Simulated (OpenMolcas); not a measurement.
**CH4ClFOSi (SMILES C[Si](O)(F)Cl): levels of theory compared**

Aim: a comparison of 6 runs (B3LYP/6-31G*, B3LYP/def2-SVP, BLYP/def2-SVP, PBE0/def2-SVP, r2SCAN/def2-SVP, revPBE/def2-SVP) of CH4ClFOSi. 

Program for the calculation: OpenMolcas 26.06.

1 further run of the same task is left out (set aside as unsound or not needed).

## (1) The molecule

CH4ClFOSi: 9 atoms, total charge 0, spin state singlet. As SMILES, `C[Si](O)(F)Cl`. The shape is that of a PBE0-D4/def2-TZVP optimisation. This is one conformer, not always the lowest.

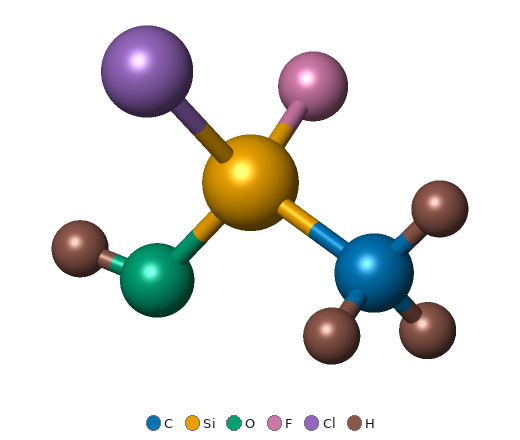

Viewed from a chosen angle; carbon blue, silicon amber, oxygen teal, fluorine pink, chlorine purple, hydrogen brown.

## (2) Energy and forces at B3LYP/6-31G(d) (spherical functions) (run 1)

job.input reads:

```
>>> EXPORT MOLCAS_PRINT=2

&GATEWAY
  BasLib = $CurrDir
  Coord
  9
  angstrom
  C       -1.142400      -0.178600       0.512200
  Si       0.561300       0.218400      -0.038000
  O        1.048100      -0.886600      -1.122500
  F        1.553300       0.230300       1.206200
  Cl       0.689400       2.097500      -0.845100
  H       -1.833600      -0.141900      -0.331500
  H       -1.476300       0.534700       1.267700
  H       -1.171800      -1.182300       0.942400
  H        1.860700      -0.738000      -1.608600
  Basis = 6-31Gs
  Group = NoSym

&SEWARD
  GridInput
  Grid=UltraFine
  End of Grid

&SCF
  KSDFT = B3LYP
  Thresholds = 1e-10 1e-07 1e-07 1e-05
  PrOrbitals = 1 2

&ALASKA
```

The basis set 6-31G* is read from a file made from the Basis Set Exchange's data (not shown).

Started as:

```bash
$ export MOLCAS_MEM=1860
$ pymolcas job.input > job.log
```

The program printed:

```text
--- Start Module: gateway ---
[...]
--- Stop Module: gateway /rc=_RC_ALL_IS_WELL_ ---
[...]
      Basis functions           86
[...]
--- Start Module: scf ---
[...]
       Convergence after  14 Iterations
[...]
::    Total KS-DFT energy                            -965.4370281920
[...]
      Total spin, S                                     0.0000000000
[...]
      Total electronic charge=   58.000000
      Total            charge=   -0.000000
[...]
      Dipole Moment (debye):
      Origin of the operator (angstrom)=    0.6119    0.5788   -0.1688
                   X= -4.5655E-01               Y= -1.0384E+00               Z= -4.7943E-01           Total=  1.2315E+00
      Quadrupole Moment (debye*angstrom):
[...]
--- Stop Module: scf /rc=_RC_ALL_IS_WELL_ ---
[...]
--- Start Module: alaska ---
[...]
 *              Molecular gradients               *
 **************************************************
  Irreducible representation: a
 ------------------------------------------------------------------------------------------
                              X                       Y                       Z
 ------------------------------------------------------------------------------------------
  C1                3.27661053611905E-03    3.71137521839593E-05   -3.61339395184235E-04
  SI2               5.71114173602183E-03   -8.53074060239045E-04   -6.70706203355742E-04
  O3                3.75873156741235E-03    1.05237898507049E-02    5.38456521839770E-03
  F4               -9.30458367716547E-03   -2.90674853796080E-04   -1.16055259784957E-02
  CL5              -1.05033015684652E-04   -9.22678945580913E-03    4.21406671707025E-03
  H6                2.10460717479011E-03    2.30922135981818E-04    1.07289789291709E-03
  H7                1.48244549353826E-03   -9.22374592642772E-04   -1.57555797496922E-03
  H8                6.12009406082747E-04    1.73734718516094E-03   -8.18341390153021E-04
[...]
--- Stop Module: alaska /rc=_RC_ALL_IS_WELL_ ---
[...]
```

Wall time 48 s (1 thread of Intel Xeon Platinum 8259CL at 2.50GHz (Skylake/Cascade Lake), shared host); peak memory 0.47 GiB.

## (3) Energy and gradient at B3LYP/def2-SVP (run 2)

run.inp reads:

```
>>> EXPORT MOLCAS_PRINT=2

&GATEWAY
 BasLib=$CurrDir
 Coord
 9
 angstrom
 C       -1.142400      -0.178600       0.512200
 Si       0.561300       0.218400      -0.038000
 O        1.048100      -0.886600      -1.122500
 F        1.553300       0.230300       1.206200
 Cl       0.689400       2.097500      -0.845100
 H       -1.833600      -0.141900      -0.331500
 H       -1.476300       0.534700       1.267700
 H       -1.171800      -1.182300       0.942400
 H        1.860700      -0.738000      -1.608600
 Basis=def2-SVP
 Group=NoSym

&SEWARD
 GridInput
 Grid=UltraFine
 End of Grid

&SCF
 KSDFT=B3LYP
 Thresholds=1e-10 1e-07 1e-07 1e-05
 PrOrbitals=0

&ALASKA
```

The basis set def2-SVP is read from a file made from the Basis Set Exchange's data (not shown).

Started as:

```bash
$ export MOLCAS_MEM=1860
$ pymolcas run.inp > run.log
```

The program printed:

```text
--- Start Module: gateway ---
[...]
--- Stop Module: gateway /rc=_RC_ALL_IS_WELL_ ---
[...]
      Basis functions           98
[...]
--- Start Module: scf ---
[...]
       Convergence after  14 Iterations
[...]
::    Total KS-DFT energy                            -965.0795742303
[...]
      Total spin, S                                     0.0000000000
[...]
      Total electronic charge=   58.000000
      Total            charge=   -0.000000
[...]
      Dipole Moment (debye):
      Origin of the operator (angstrom)=    0.6119    0.5788   -0.1688
                   X= -4.3686E-01               Y= -7.6358E-01               Z= -6.6195E-01           Total=  1.1009E+00
      Quadrupole Moment (debye*angstrom):
[...]
--- Stop Module: scf /rc=_RC_ALL_IS_WELL_ ---
[...]
--- Start Module: alaska ---
[...]
 *              Molecular gradients               *
 **************************************************
  Irreducible representation: a
 ------------------------------------------------------------------------------------------
                              X                       Y                       Z
 ------------------------------------------------------------------------------------------
  C1               -1.51783740873590E-03   -4.73431675846570E-04    2.81752764807131E-04
  SI2               1.51028262661841E-02   -2.96377318861740E-03    5.46217580996844E-03
  O3               -2.71234335604276E-04    1.14503302942985E-02    7.65196779824606E-03
  F4               -1.48228418258078E-02    1.38638324459484E-04   -1.85274380276752E-02
  CL5              -4.95977361931965E-04   -9.69041899930900E-03    4.10827446778228E-03
  H6                4.35805957122692E-03   -5.83338065742733E-05    4.50377688469272E-03
  H7                2.35428054515374E-03   -3.82862378971804E-03   -4.37254229673290E-03
  H8                6.23452498003330E-04    5.63042130845126E-03   -2.48006190143046E-03
[...]
--- Stop Module: alaska /rc=_RC_ALL_IS_WELL_ ---
[...]
```

It took 50 s on 1 thread of Intel Xeon Platinum 8259CL at 2.50GHz (Skylake/Cascade Lake), shared host; peak memory 0.55 GiB.

## (4) Energy and forces at BLYP/def2-SVP (run 3)

run.inp reads:

```
* CH4ClFOSi Kohn-Sham DFT
&GATEWAY
BASLIB = $CurrDir
COORD
9
bohr
C     -2.15882312    -0.33750509     0.96791772
Si     1.06070327     0.41271619    -0.07180959
O      1.98062195    -1.67543118    -2.12121757
F      2.93531159     0.43520393     2.27938765
Cl     1.30277719     3.96370055    -1.59700755
H     -3.46500182    -0.26815214    -0.62644421
H     -2.78980268     1.01043656     2.39560581
H     -2.21438107    -2.23422320     1.78087790
H      3.51621340    -1.39461788    -3.03981344
BASIS = def2-SVP
GROUP = NoSym
&SEWARD
GRIDINPUT
Grid=UltraFine
End of Grid
&SCF
KSDFT = BLYP
THRESHOLDS = 1e-10 1e-07 1e-07 1e-05
PRORBITALS = 1
&ALASKA
```

The basis set def2-SVP is read from a file made from the Basis Set Exchange's data (not shown).

Started as:

```bash
$ export MOLCAS_MEM=1860
$ pymolcas run.inp > run.log
```

The program printed:

```text
--- Start Module: gateway ---
[...]
--- Stop Module: gateway /rc=_RC_ALL_IS_WELL_ ---
[...]
      Basis functions           98
[...]
--- Start Module: scf ---
[...]
       Convergence after  15 Iterations
[...]
::    Total KS-DFT energy                            -964.9822617030
[...]
      Total spin, S                                     0.0000000000
[...]
      Total electronic charge=   58.000000
      Total            charge=   -0.000000
[...]
      Dipole Moment (debye):
      Origin of the operator (angstrom)=    0.6119    0.5788   -0.1688
                   X= -3.8160E-01               Y= -7.6121E-01               Z= -6.4005E-01           Total=  1.0652E+00
      Quadrupole Moment (debye*angstrom):
[...]
--- Stop Module: scf /rc=_RC_ALL_IS_WELL_ ---
[...]
--- Start Module: alaska ---
[...]
 *              Molecular gradients               *
 **************************************************
  Irreducible representation: a
 ------------------------------------------------------------------------------------------
                              X                       Y                       Z
 ------------------------------------------------------------------------------------------
  C1               -1.26190942152959E-03   -7.08938463418463E-05    5.10469509977352E-04
  SI2               1.82151765042988E-02   -5.65531665629670E-03    6.18082868909386E-03
  O3                5.10721962003047E-03    2.04518068461752E-02    9.77792363667795E-03
  F4               -2.09550162652796E-02    2.23896369558663E-04   -2.69837738615628E-02
  CL5              -5.64803590439755E-04   -1.60335243906715E-02    6.73913174364316E-03
  H6                7.44440558643511E-03   -1.57240276886447E-04    7.79021228041987E-03
  H7                3.80194603485728E-03   -6.67433436297404E-03   -7.44181456293047E-03
  H8                1.03826357724368E-03    9.77005689632104E-03   -4.33496276957790E-03
[...]
--- Stop Module: alaska /rc=_RC_ALL_IS_WELL_ ---
[...]
```

It took 52 s on 1 thread of Intel Xeon Platinum 8259CL at 2.50GHz (Skylake/Cascade Lake), shared host; peak memory 0.55 GiB.

Runs 4 to 5 aren't shown in full; the table further down has their settings and results.

## (5) Energy and forces at revPBE/def2-SVP (run 6)

run.input reads:

```
* CH4ClFOSi Kohn-Sham DFT
>>> EXPORT MOLCAS_PRINT=2
&GATEWAY
BasLib=$CurrDir
Coord
9
angstrom
C       -1.142400      -0.178600       0.512200
Si       0.561300       0.218400      -0.038000
O        1.048100      -0.886600      -1.122500
F        1.553300       0.230300       1.206200
Cl       0.689400       2.097500      -0.845100
H       -1.833600      -0.141900      -0.331500
H       -1.476300       0.534700       1.267700
H       -1.171800      -1.182300       0.942400
H        1.860700      -0.738000      -1.608600
Basis=def2-SVP
Group=NoSym
&SEWARD
GridInput
Grid=UltraFine
End of Grid
&SCF
KSDFT=revPBE
Thresholds=1e-10 1e-07 1e-07 1e-05
PrOrbitals=1 1
&ALASKA
```

The basis set def2-SVP is read from a file made from the Basis Set Exchange's data (not shown).

Started as:

```bash
$ export MOLCAS_MEM=1860
$ pymolcas run.input > run.log
```

The program printed:

```text
--- Start Module: gateway ---
[...]
--- Stop Module: gateway /rc=_RC_ALL_IS_WELL_ ---
[...]
      Basis functions           98
[...]
--- Start Module: scf ---
[...]
       Convergence after  15 Iterations
[...]
::    Total KS-DFT energy                            -964.8216393936
[...]
      Total spin, S                                     0.0000000000
[...]
      Total electronic charge=   58.000000
      Total            charge=   -0.000000
[...]
      Dipole Moment (debye):
      Origin of the operator (angstrom)=    0.6119    0.5788   -0.1688
                   X= -4.0481E-01               Y= -8.4377E-01               Z= -6.0220E-01           Total=  1.1129E+00
      Quadrupole Moment (debye*angstrom):
[...]
--- Stop Module: scf /rc=_RC_ALL_IS_WELL_ ---
[...]
--- Start Module: alaska ---
[...]
 *              Molecular gradients               *
 **************************************************
  Irreducible representation: a
 ------------------------------------------------------------------------------------------
                              X                       Y                       Z
 ------------------------------------------------------------------------------------------
  C1               -1.11741187541803E-03   -2.59091534798195E-04    6.94397282574144E-04
  SI2               1.93391874339683E-02   -7.48482348820900E-03    7.02262712156365E-03
  O3                3.72786724435004E-03    2.17672027709632E-02    1.21183930461246E-02
  F4               -2.22995428913215E-02   -1.06899811532335E-04   -2.86998792728959E-02
  CL5              -4.35621648757101E-04   -1.47657550294795E-02    6.21308717760627E-03
  H6                7.60281958056819E-03   -1.78461785121986E-04    8.09847386947471E-03
  H7                3.80190807638980E-03   -6.94052132581069E-03   -7.67182091657315E-03
  H8                8.65636336912501E-04    1.00538711466962E-02   -4.41834006127406E-03
[...]
--- Stop Module: alaska /rc=_RC_ALL_IS_WELL_ ---
[...]
```

It took 51 s on 1 thread of Intel Xeon Platinum 8259CL at 2.50GHz (Skylake/Cascade Lake), shared host; peak memory 0.55 GiB.

## (6) Overview of the runs

```csv
run,level,energy (Eh),dipole moment (D),HOMO energy (eV),LUMO energy (eV),wall time
1,B3LYP/6-31G* (spherical functions),-965.437028,1.23,-8.82,1.03,48 s
2,B3LYP/def2-SVP,-965.079574,1.10,-8.72,0.91,50 s
3,BLYP/def2-SVP,-964.982262,1.07,-7.24,0.33,52 s
4,PBE0/def2-SVP,-964.555088,1.15,-9.10,1.28,50 s
5,r2SCAN/def2-SVP,-964.894762,1.16,-7.97,1.05,64 s
6,revPBE/def2-SVP,-964.821639,1.11,-7.43,0.41,51 s
```

## (7) Summary of results

```
                       quantity          value
            run 6: total energy  -964.82164 Eh
           run 6: dipole moment         1.11 D
             run 6: HOMO energy       -7.43 eV
             run 6: LUMO energy        0.41 eV
           run 6: HOMO–LUMO gap        7.85 eV
run 6: largest force on an atom     1.869 eV/Å
```

What this shows: The dipole moment (its size) runs from 1.07 D (BLYP/def2-SVP) to 1.23 D (B3LYP/6-31G*). The two ends differ in method and basis. The HOMO–LUMO gap runs from 7.57 eV (BLYP/def2-SVP) to 10.38 eV (PBE0/def2-SVP). Totals of different functionals can't be ranked against each other. All runs together took 5.2 min, the longest 64 s.
